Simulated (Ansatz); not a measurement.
# Computed scan of one atom of the cell: PbTe (rock salt)

Starting cell, PbTe (rock salt):

```xyz
2
Lattice="0.0000 3.2845 3.2845 3.2845 0.0000 3.2845 3.2845 3.2845 0.0000" Properties=species:S:1:pos:R:3 pbc="T T T"
Te     0.0000     0.0000     0.0000
Pb     3.2845     3.2845     3.2845
```

In this cell atom 2 (Pb, nearest neighbour Te at 3.285 Å; its periodic images, 4.6 Å or more away, move with it) is moved by s along Cartesian z, unit vector (0.000, 0.000, 1.000); all other atoms and the cell stay fixed.

All values below come from PBE (plane waves to 420 eV, PAW, scalar-relativistic; Ansatz, a first-principles code). k mesh 7×7×7 (Γ-centred), Fermi-Dirac smearing 0.05 eV. The energy includes the smearing's −TS. F∥ is the force on the atom along that direction. PbTe was relaxed with its symmetry unable to fall. Spin-orbit coupling is left out, though Pb and Te are heavy. The zero of ΔE is the undisplaced structure.

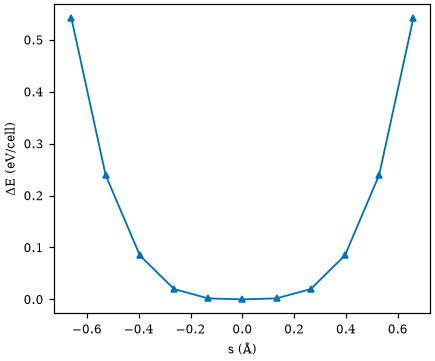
ΔE (eV/cell) against s (Å); one marker a computed point.

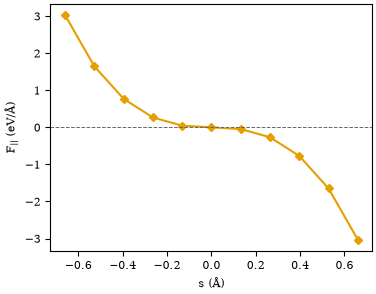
Fig. 1. F∥ (eV/Å) against s (Å); computed points joined by lines.

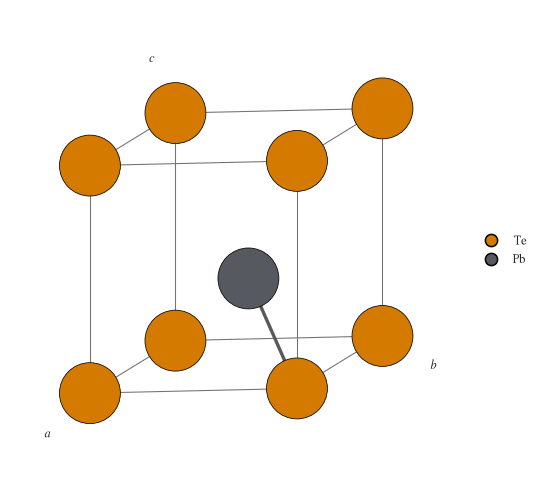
*The cell of the calculation at s = 0.660 Å.*

The force along the line at s = -0.660 Å is 3.03 eV/Å. The energy at s = 0.660 Å is 542 meV/cell. Symmetry of the curve: even: the same for both signs. Shape of the curve: a single well with its minimum at or next to zero displacement.

With its periodic images moving along, the atom's site symmetry in this cell is m-3m.

(For displaced atoms, the force is minus the slope of the energy, and its curvature is a force constant, which sets phonon frequencies.)
